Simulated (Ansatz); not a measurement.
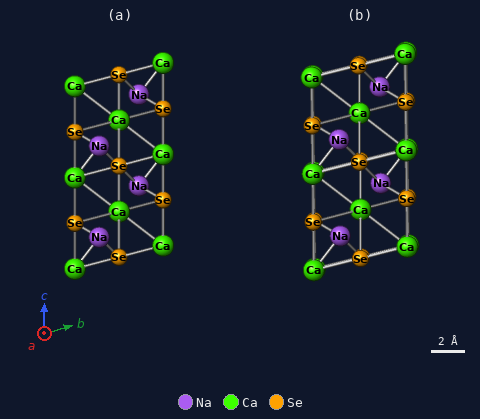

The structure of a crystal of Na₂Ca₂Se₃ (a generated structure, set up in R-3m) (coarse preliminary run) before (left) and after (right) a relaxation, at one scale.

A ball-and-stick model of the cell of the calculation, repeated 1 × 1 × 2 with one cell outlined, seen along the a axis.

Theory: DFT PBE, scalar-relativistic, plane waves, PAW (Ansatz). Settings: plane-wave cutoff 420 eV; k-point mesh 3 × 3 × 3; occupations gaussian; smearing width 0.1 eV; no spin polarisation; cell and atoms relaxed; force threshold 0.04 eV/Å; at most 70 steps.

Question: What changed between the two?

Answer: The largest moves relative to the cell, 0.037 Å, are those of Na atoms. Ca and Se stay in place. The drawn cell changes as follows: a = b = c 5.975 → 6.276 Å (+5.0 %), α 69.9° → 71.5°, β 69.9° → 71.5°, γ 69.9° → 71.5°; the volume changes by +18.7 %. Some distances before and after: Ca–Se 3.425 → 3.669 Å, Na–Se 2.457 → 2.622 Å, Ca–Se 2.988 → 3.138 Å, Ca–Na 3.021 → 3.086 Å. The space group stays R-3m (No. 166). After 3 accepted moves (4 points after the start) the energy has fallen by 99.3 meV per atom. The largest force component goes from 1.5 to 0.0077 eV/Å. The pressure goes from 6.97 to 0.03 GPa. The SCF was repeated once at an unchanged geometry on a basis and grid sized afresh for the cell, which shifted the energy by 0.2 meV per atom at most.
